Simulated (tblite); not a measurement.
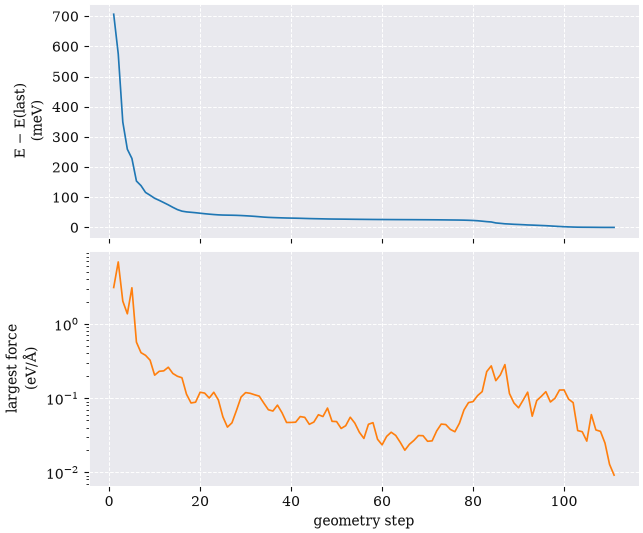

History of a geometry optimisation.

- system: C$_{5}$H$_{6}$AlF$_{2}$N (SMILES C#[C][AlH2-][N+]#CCC(F)F)
- method: tblite 0.8.0, GFN2-xTB geometry optimisation, gas phase

> How did it end, and what did it gain?

The optimisation met its thresholds at geometry 111, counting the start as the first. The energy fell by about 710 meV from the first step to the last. The largest force goes from about 3.1 eV/Å at the start to 9 × 10⁻³ eV/Å at the end, with a peak of 6.9 eV/Å at step 2.
